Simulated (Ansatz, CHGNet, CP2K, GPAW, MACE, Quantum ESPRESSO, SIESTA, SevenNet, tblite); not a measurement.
# CP2K runs on Ti3C2O2 MXene, 1 layer (61 atoms), part 3 of 3

Aim: run Ti3C2O2 MXene, 1 layer (61 atoms) in CP2K and see how near its forces come to a plane-wave reference, and at what cost.

Program: CP2K 2026.2; the method stands at each step. Banners, paths, timers and routine set-up lines are dropped from the logs unmarked, and long logs keep their key lines alone; longer cuts are marked.

So far. Step 6 (LDA, DZVP-MOLOPT-SR, 800/50 Ry, diagonalisation): Against the first run (2.0 %), the force difference from the reference is 18 %, at 0.79 times the CPU time; the model has changed, so this is no error of the program alone. Step 7 (RPBE, PBE potentials, DZVP-MOLOPT-SR, 800/50 Ry …): Against the first run (2.0 %), the force difference from the reference is 6.1 %, at 1.00 times the CPU time; the model has changed, so this is no error of the program alone.

**8. PBE, DZVP-MOLOPT-SR, 800/70 Ry, diagonalisation**

Method: Kohn-Sham DFT, PBE, GTH-PBE pseudopotentials, Gaussian and plane waves, DZVP-MOLOPT-SR-GTH, diagonalisation.

input.inp

```
&GLOBAL
  PROJECT cell
  RUN_TYPE ENERGY_FORCE
  PRINT_LEVEL LOW
&END GLOBAL
&FORCE_EVAL
  METHOD QS
  &DFT
    BASIS_SET_FILE_NAME BASIS_MOLOPT
    POTENTIAL_FILE_NAME GTH_POTENTIALS
    &MGRID
      CUTOFF 800
      REL_CUTOFF 70
      NGRIDS 5
    &END MGRID
    &QS
      EPS_DEFAULT 1.0E-12
    &END QS
    &SCF
      SCF_GUESS ATOMIC
      EPS_SCF 5.0E-06
      MAX_SCF 200
      ADDED_MOS 39
      &DIAGONALIZATION
        ALGORITHM STANDARD
      &END DIAGONALIZATION
      &SMEAR ON
        METHOD FERMI_DIRAC
        ELECTRONIC_TEMPERATURE [K] 580
      &END SMEAR
      &MIXING
        METHOD BROYDEN_MIXING
        ALPHA 0.2
        NBROYDEN 12
        BETA 0.05
      &END MIXING
      &PRINT
        &RESTART OFF
        &END RESTART
      &END PRINT
    &END SCF
    &XC
      &XC_FUNCTIONAL PBE
      &END XC_FUNCTIONAL
    &END XC
    &PRINT
      &MULLIKEN ON
      &END MULLIKEN
      &HIRSHFELD ON
        SHAPE_FUNCTION DENSITY
      &END HIRSHFELD
      &MO ON
        EIGENVALUES T
        OCCUPATION_NUMBERS T
        MO_INDEX_RANGE 229 252
        &EACH
          QS_SCF 0
        &END EACH
        ADD_LAST NUMERIC
      &END MO
    &END PRINT
  &END DFT
  &SUBSYS
    &CELL
      A 9.12000 0.00000 0.00000
      B -4.56000 7.89815 0.00000
      C 0.00000 0.00000 20.90000
    &END CELL
    &COORD
      SCALED
[... 61 atom lines left out: the same atoms as in the first run ...]
    &END COORD
    &KIND Ti
      BASIS_SET DZVP-MOLOPT-SR-GTH-q12
      POTENTIAL GTH-PBE-q12
    &END KIND
    &KIND C
      BASIS_SET DZVP-MOLOPT-SR-GTH-q4
      POTENTIAL GTH-PBE-q4
    &END KIND
    &KIND O
      BASIS_SET DZVP-MOLOPT-SR-GTH-q6
      POTENTIAL GTH-PBE-q6
    &END KIND
  &END SUBSYS
  &PRINT
    &FORCES ON
    &END FORCES
  &END PRINT
&END FORCE_EVAL
```

Launch:

```sh
$ OMP_NUM_THREADS=1 mpirun -np 4 cp2k.psmp -i input.inp > output.txt
```

Numbers of over 12 decimals in the logs are rounded to 6 here.

The program printed:

```text
CP2K| version string:                                       CP2K version 2026.2
 CP2K| Input file name                                                 input.inp
 GLOBAL| Basis set file name                                        BASIS_MOLOPT
 GLOBAL| Potential file name                                      GTH_POTENTIALS
 GLOBAL| Run type                                                   ENERGY_FORCE
 GLOBAL| Total number of message passing processes                             4
 GLOBAL| Number of threads for this process                                    1
[... lines left out ...]
                        Smear method:                                FERMI_DIRAC
[... lines left out ...]
 Number of electrons:                                                        480
[... lines left out ...]
  Step     Update method      Time    Convergence         Total energy    Change
[... lines left out ...]
  *** SCF run converged in    26 steps ***
[... lines left out ...]
  Fermi energy:                                                 0.0014472
  Total energy:                                             -1847.781111
  Total energy (extrapolated to T->0):                      -1847.777302
[... lines left out ...]
 MO| E(Fermi):            0.001447 a.u.          0.039380 eV
[... lines left out ...]
                           Hirshfeld Charges
  #Atom  Element  Kind  Ref Charge     Population                    Net charge
      1       Ti     1      12.000         11.724                         0.276
      2       C      2       4.000          4.211                        -0.211
      3       C      2       4.000          4.297                        -0.297
[...]
60       O      3       6.000          6.248                        -0.248
     61       O      3       6.000          6.232                        -0.232
  Total Charge                                                           -0.000
 !-----------------------------------------------------------------------------!
 ENERGY| Total FORCE_EVAL ( QS ) energy [hartree]          -1847.781182
 FORCES| Atomic forces [hartree/bohr]
 FORCES|   Atom     x               y               z               |f|
 FORCES|      1  1.46344655E-02  2.66295929E-02  3.02222057E-03   3.05358251E-02
 FORCES|      2 -1.13464025E-02  1.10450716E-02 -2.41666285E-02   2.88922202E-02
 FORCES|      3  8.94640878E-04 -1.66479605E-02  4.25457659E-02   4.56957019E-02
[...]
FORCES|     60 -9.95058256E-03  1.27133106E-02 -5.97613307E-03   1.72150088E-02
 FORCES|     61  3.60085223E-02  2.11789376E-02  3.35688093E-02   5.35912869E-02
 FORCES| Sum     1.57519632E-05  5.16226468E-05 -4.05973073E-04
 FORCES| Total atomic force                                       4.09545062E-04
```

It took 4.6 min on 4 MPI ranks of Arm Neoverse V1, shared host; peak memory 9 GiB.

Numbers from this run, and their distance from the reference:

- r.m.s. force component: 1.247 eV/Å
- r.m.s. difference of force components: 25.28 meV/Å
- longest difference of force vectors: 88.72 meV/Å
- force difference over r.m.s. force: 2.036 %
- slope of forces against the reference's: 1.004
- correlation of force components: 0.9998
- energy less the same-level run's: -0.0003 meV/atom
- r.m.s. force difference from the same-level run: 0.043 meV/Å

Against the first run (2.0 %), the force difference from the reference is 2.0 %, at 1.3 times the CPU time: the change moves forces by 0.043 meV/Å r.m.s., so most of the difference comes from elsewhere.

**9. Side by side**

Differences are against the plane-wave reference, forces as r.m.s. over components; share is that over the reference's r.m.s. force, slope the least-squares factor from reference forces to these. Total energies of different programs have different zeros and aren't compared.

```
                                                                  run  Δ force, r.m.s. (meV/Å)  share (%)  slope  cores  CPU time  memory (GiB)
                                                            reference                        -          -      -      4    30 min           4.8
                 CP2K PBE, DZVP-MOLOPT-SR, 800/50 Ry, diagonalisation                     25.3       2.04  1.004      4    14 min           9.0
         CP2K PBE, SZV-MOLOPT-SR, 800/50 Ry, diagonalisation (coarse)                      279       22.5  0.966      2   7.9 min           7.2
        CP2K PBE, TZVP-MOLOPT (SR for Ti), 800/50 Ry, diagonalisation                     21.4       1.72  0.994      4    28 min           9.9
        CP2K PBE, DZVP-MOLOPT-SR, 400/50 Ry, diagonalisation (coarse)                     44.7       3.60  1.006      2    11 min           3.1
                 CP2K LDA, DZVP-MOLOPT-SR, 800/50 Ry, diagonalisation                      219       17.6  1.035      4    11 min           8.7
CP2K RPBE, PBE potentials, DZVP-MOLOPT-SR, 800/50 Ry, diagonalisation                     75.5       6.08  0.997      4    14 min           9.0
                 CP2K PBE, DZVP-MOLOPT-SR, 800/70 Ry, diagonalisation                     25.3       2.04  1.004      4    19 min           9.0
```

Rows marked coarse were listed beforehand as settings not expected to be converged; some can still land near the reference.

CPU time is summed over cores on a shared host, where runs went side by side, so it is rough. Symmetry, cutoffs, thresholds, outputs and thread counts weren't matched or tuned between programs; memory under MPI is the largest rank's times the ranks.

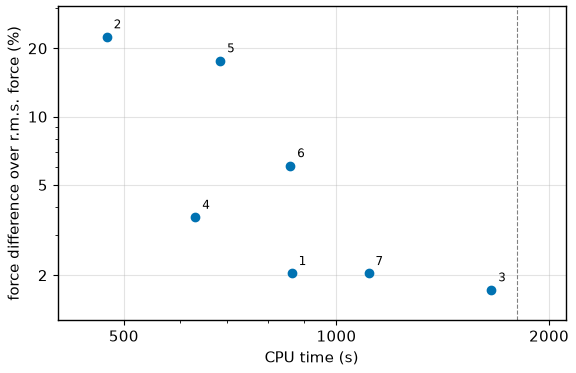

Force difference against CPU time; the dashed line marks the reference's time. Points: 1 CP2K PBE, DZVP-MOLOPT-SR, 800/50 Ry, diagonalisation; 2 CP2K PBE, SZV-MOLOPT-SR, 800/50 Ry, diagonalisation; 3 CP2K PBE, TZVP-MOLOPT (SR for Ti), 800/50 Ry, diagonalisation; 4 CP2K PBE, DZVP-MOLOPT-SR, 400/50 Ry, diagonalisation; 5 CP2K LDA, DZVP-MOLOPT-SR, 800/50 Ry, diagonalisation; 6 CP2K RPBE, PBE potentials, DZVP-MOLOPT-SR, 800/50 Ry, diagonalisation; 7 CP2K PBE, DZVP-MOLOPT-SR, 800/70 Ry, diagonalisation.

Mean charges by element (e), by run and scheme:

```
                                                                  run     scheme     Ti      C      O
                 CP2K PBE, DZVP-MOLOPT-SR, 800/50 Ry, diagonalisation   Mulliken  +0.48  -0.18  -0.49
                 CP2K PBE, DZVP-MOLOPT-SR, 800/50 Ry, diagonalisation  Hirshfeld  +0.37  -0.27  -0.24
        CP2K PBE, TZVP-MOLOPT (SR for Ti), 800/50 Ry, diagonalisation   Mulliken  +0.38  -0.29  -0.23
        CP2K PBE, TZVP-MOLOPT (SR for Ti), 800/50 Ry, diagonalisation  Hirshfeld  +0.37  -0.27  -0.24
                 CP2K LDA, DZVP-MOLOPT-SR, 800/50 Ry, diagonalisation   Mulliken  +0.38  -0.09  -0.43
                 CP2K LDA, DZVP-MOLOPT-SR, 800/50 Ry, diagonalisation  Hirshfeld  +0.35  -0.25  -0.23
CP2K RPBE, PBE potentials, DZVP-MOLOPT-SR, 800/50 Ry, diagonalisation   Mulliken  +0.53  -0.22  -0.52
CP2K RPBE, PBE potentials, DZVP-MOLOPT-SR, 800/50 Ry, diagonalisation  Hirshfeld  +0.38  -0.28  -0.25
                 CP2K PBE, DZVP-MOLOPT-SR, 800/70 Ry, diagonalisation   Mulliken  +0.48  -0.18  -0.49
                 CP2K PBE, DZVP-MOLOPT-SR, 800/70 Ry, diagonalisation  Hirshfeld  +0.37  -0.27  -0.24
```

Within one program, basis, potentials and functional, energies share a zero. Each run against its twin at the usual cutoff or grid and solver:

```
                                                 run                                        twin  Δ energy (meV/atom)  Δ force, r.m.s. (meV/Å)         CPU time over the twin's
CP2K PBE, DZVP-MOLOPT-SR, 400/50 Ry, diagonalisation  DZVP-MOLOPT-SR, 800/50 Ry, diagonalisation              -0.0633                     36.4  0.73 (this twin ran on 4 cores)
CP2K PBE, DZVP-MOLOPT-SR, 800/70 Ry, diagonalisation  DZVP-MOLOPT-SR, 800/50 Ry, diagonalisation              -3.0e-4                    0.043                              1.3
```

Further runs of this program without a result: CP2K GFN1-xTB, diagonalisation (not converged).

**10. What came out**

```json
{
  "nearest in forces": "CP2K PBE, TZVP-MOLOPT (SR for Ti), 800/50 Ry, diagonalisation, 1.7 %",
  "its CPU time": "28 min"
}
```

**Reading.** The PBE runs in local orbitals, coarse settings apart, differ by 1.7 % (CP2K PBE, TZVP-MOLOPT (SR for Ti), 800/50 Ry, diagonalisation) to 2.0 % (CP2K PBE, DZVP-MOLOPT-SR, 800/50 Ry, diagonalisation); basis, grid and potentials can all enter. Rows with another functional or a dispersion term differ by 6.1 % (CP2K RPBE, PBE potentials, DZVP-MOLOPT-SR, 800/50 Ry, diagonalisation) to 18 % (CP2K LDA, DZVP-MOLOPT-SR, 800/50 Ry, diagonalisation), which mixes the change of model with differences of basis and potentials, some of them made for another functional. Runs with settings chosen to be coarse differ by 3.6 % (CP2K PBE, DZVP-MOLOPT-SR, 400/50 Ry, diagonalisation) to 23 % (CP2K PBE, SZV-MOLOPT-SR, 800/50 Ry, diagonalisation), their programs' other errors included. Of the electronic-structure runs that take under half the reference's CPU time, CP2K PBE, DZVP-MOLOPT-SR, 800/50 Ry, diagonalisation comes nearest, at 2.0 % in 14 min against 30 min. Charges hang on scheme and program or settings: among these rows the mean for O runs from -0.52 to -0.23 e. The runs have no spin polarisation, so any moments at edges, vacancies or dangling bonds can't form. The electronic-structure runs sample only Γ, in a cell whose shortest periodic width is 8 Å, which is coarse for a cell with partly filled levels.

[Also dropped from logs without a mark: logging warnings of Python, and SIESTA's first energy breakdown and zero terms.]

[Logs are printed without paths, hosts, clocks, repeated set-up lines and the standing remarks that a program may print on its own settings, such as how far it seeks lower states.]

[Hosts, paths, dates, database ids (printed as entryN), source tags and the programs' standing remarks are cut or masked in the printed files.]
